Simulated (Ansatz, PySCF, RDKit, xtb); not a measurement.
CH3F (SMILES CF) and CH2O (SMILES C=O) are pulled apart as rigid monomers along the line of their centres of mass, from the B3LYP-D3(BJ)/def2-TZVP minimum. Starting geometry (charge 0, multiplicity 1):
```xyz
9

C      0.163    -0.261    -0.457
F      0.451     1.042    -0.036
H      1.001    -0.622    -1.053
H      0.021    -0.882     0.427
H     -0.745    -0.233    -1.060
C      0.287     0.392     3.178
O      0.034    -0.754     2.920
H      0.359     0.746     4.225
H      0.458     1.143     2.387
```

Interaction energies with rigid monomers; basis-set methods are counterpoise corrected unless marked otherwise.

Rows in 3-21G carry no dispersion term and start afresh at each structure.

Programs: Ansatz (Gaussian basis) for Hartree–Fock, density functionals and correlated methods; PySCF for 3-21G rows, the dispersion terms; RDKit for the force fields; xtb for the GFN methods. 

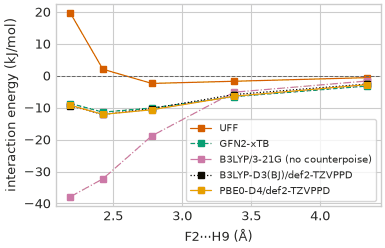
Interaction energy against separation

### Question
Which level binds most strongly at F2···H9 = 2.43, and by how much?

### Answer
B3LYP/3-21G (no counterpoise), -32 kJ/mol.

Ansatz is a program for electronic structure.
